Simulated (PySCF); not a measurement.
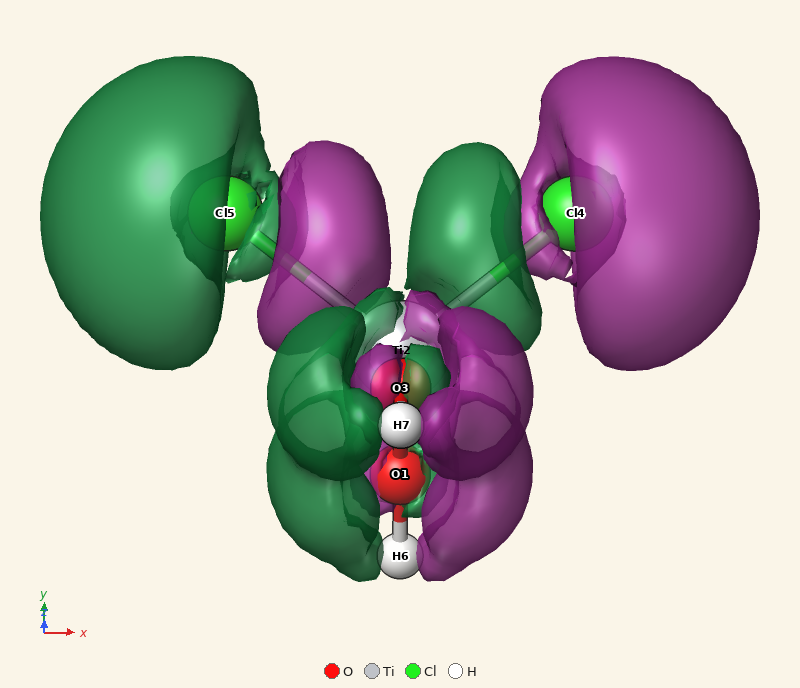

Figure 1: Cl$_{2}$H$_{2}$O$_{2}$Ti, SMILES `O[Ti](O)(Cl)Cl`. Change of the electron density in a uniform field of 0.21 V/Å, surfaces at ±0.001 e/Å³ (green: gain, purple: loss).

Level of theory: PBE/def2-TZVP (PySCF), at a geometry from GFN2-xTB. This is a single-reference result, which may miss multireference character in this system. No frequency check shows the geometry to be a minimum. A basis without diffuse functions makes polarisabilities too small. GFN2-xTB bond lengths at metals and heavier atoms can be off by up to 0.1 Å and shapes distorted, which carries into these values.

### Along which Cartesian direction does the field point?

Along +x: electrons gather on the −x side, against the field.

### What dipole is induced, and what polarisability does it imply?

The induced dipole is 0.74 D (along the field); α along this axis, from the fields in both directions, is 73 bohr³ (10.8 Å³).

### Which atoms gain and lose the most charge?

Electrons gather most on Cl5 (Hirshfeld charge changes by −0.024 e) and leave Cl4 most (+0.024 e); 0.054 electrons are displaced in all.
